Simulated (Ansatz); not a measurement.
## Electronic structure of C2H7OSi (SMILES C[SiH2][CH]O) (doublet) in real space

```xyz
11

C    -1.7289   -0.2329    0.0846
Si   -0.0649    0.4623   -0.3966
C     1.2791   -0.7489    0.0826
O     2.5341   -0.2633   -0.3026
H    -1.7561   -0.4012    1.1808
H    -2.5250    0.4855   -0.1993
H    -1.8938   -1.1953   -0.4420
H    -0.0291    0.6855   -1.8494
H     0.1529    1.7373    0.3025
H     1.2471   -0.9568    1.1751
H     2.7846    0.4279    0.3645
```

Not at a stationary point (largest force 1.9 eV/Å).

Theory: SCF B3LYP, Gaussian basis in Ansatz.

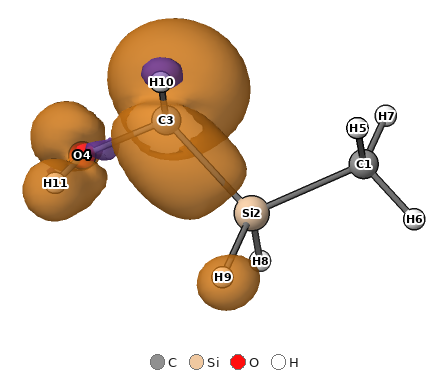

Figure 1. Isosurfaces of the spin density (α minus β) at +0.02 (orange) and −0.02 e/Å³ (purple), seen at a tilt.

Q: Describe the spin distribution.

A: The unpaired spin (1 electron) lies mostly on C3 (about 0.7), O4 (about 0.1) and Si2 (about 0.1), in electrons by Hirshfeld's partition.

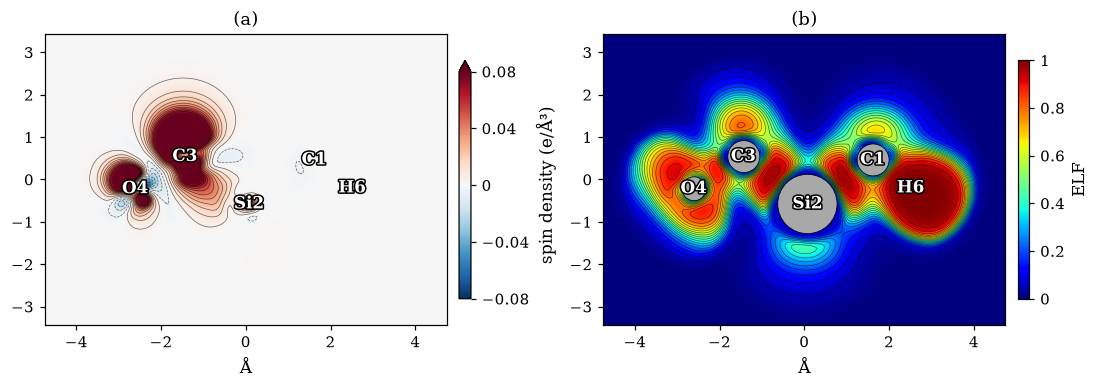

Figure 2. (a) spin density (α minus β); (b) electron localisation function on the plane of atoms Si2, C1 and H6. Grey discs cover the atomic cores in the ELF map.

Q: Interpret the plot.

A:
- The section cuts through C, Si, O and H sites.
- C–O (1.40 Å): the ELF peaks at about 0.90 between the atoms; a shared but strongly polarised pair.
- C–Si (1.87 Å): the ELF peaks at about 0.95 between the atoms; a covalent bond.
- C–H (1.11 Å): the ELF climbs to about 1 towards the hydrogen, as it does in any bond to H; an ordinary covalent bond to hydrogen.
- The ELF also peaks beside O4, away from the bonds: non-bonding electrons, paired or unpaired.

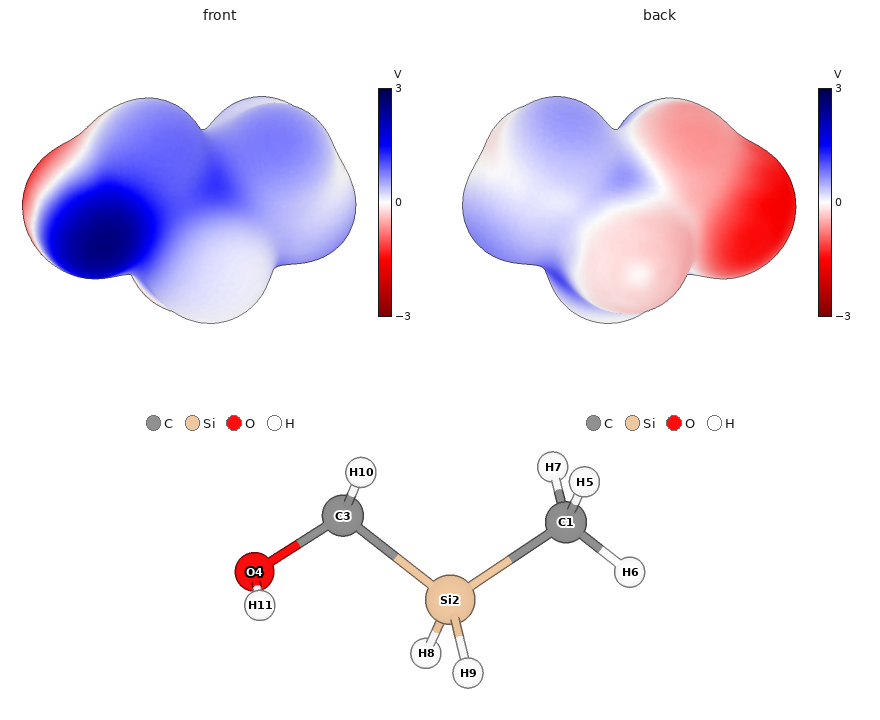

Figure 3. The molecular electrostatic potential painted on the density surface at 0.002 e/bohr³, seen from the front and from behind; the colour scale runs from red (negative) to blue (positive). The bare structure is drawn below in the same view.

Q: Which sites attract a positive test charge, and which a negative one?

A: A positive charge is drawn to the negative regions and a negative charge to the positive ones. The most negative region (about −1.5 V, or −35 kcal/mol for a unit charge) lies over O4, the most positive (about +2.6 V, or +60 kcal/mol for a unit charge) over H11. O4 is the likeliest acceptor of a hydrogen bond.

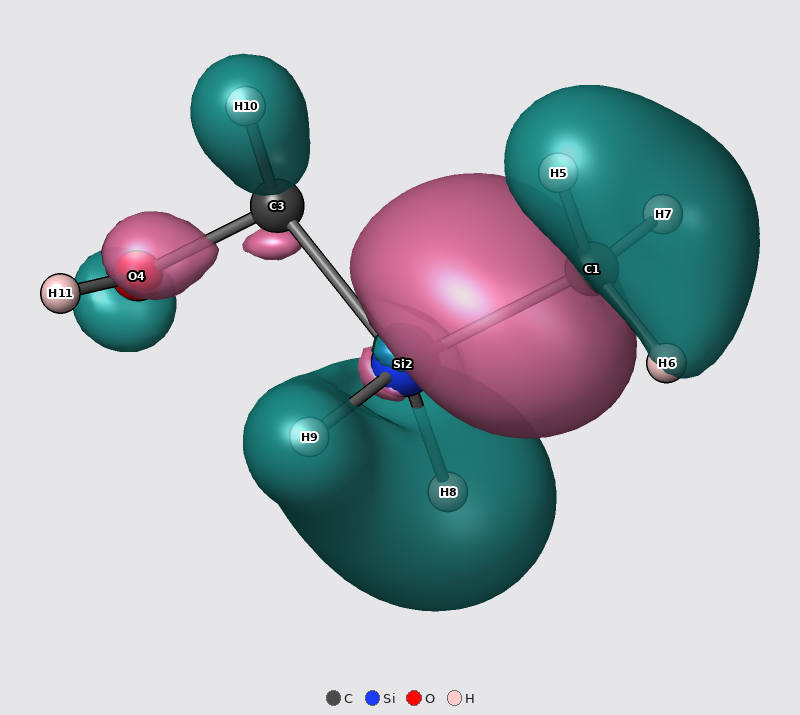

Figure 4. The HOMO−1 (β) at ±0.1 Å⁻³ᐟ² (teal and pink are the two phases), seen at a tilt.

Q: What is the character of this orbital?

A: Its weight (Hirshfeld) is mainly on C1 (about 35 %), Si2 (about 30 %) and H8 (about 15 %). Its energy is −8.75 eV.
